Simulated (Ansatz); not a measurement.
Starting cell, TiTe2 (CdI2 type):

```
TiTe2
1.0
    7.39463     0.00000     0.00000
   -1.84866     3.20197     0.00000
    0.00000     0.00000     6.38398
Ti Te
2 4
Direct
  0.00000   0.00000   0.00000
  0.50000   0.00000   0.00000
  0.16667   0.66667   0.27110
  0.66667   0.66667   0.27110
  0.33333   0.33333   0.72890
  0.83333   0.33333   0.72890
```

Scan: atom 3 (Te, nearest neighbour Ti at 2.748 Å; its periodic images, 3.7 Å or more away, move with it) is displaced along Cartesian [111], direction (0.577, 0.577, 0.577) in Cartesian axes, by s. The other atoms stay.

The numbers are results of PBE-D3(BJ) (plane waves to 420 eV, PAW, scalar-relativistic; Ansatz, a quantum-chemistry and plane-wave program), not measurements. k mesh 6×12×6 (Γ-centred), Fermi-Dirac smearing 0.05 eV. Energies are smeared free energies. With partly filled bands, energies and forces of such displacements shift with the k mesh and the smearing. Spin-orbit coupling is left out, though Te is heavy. TiTe2 is run without spin polarisation. TiTe2 was relaxed with its symmetry unable to fall. ΔE is measured from the undisplaced structure.

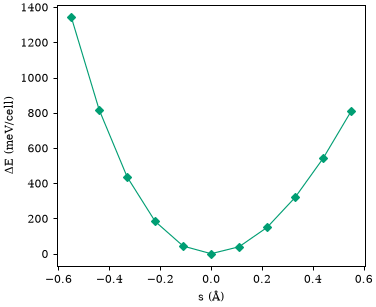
ΔE (meV/cell) against s (Å); markers are the computed points, lines only join them.

### Question
Is the energy the same for displacements of ±0.550 Å, and if not, which side lies higher?

### Answer
Not even: the negative side lies higher at ±0.550 Å.

### Question
What is the energy change at s = 0.550 Å?

### Answer
About 810 meV/cell.

(A displaced cell: forces are minus the slopes of the energy, force constants its curvatures, and phonons follow from these.)
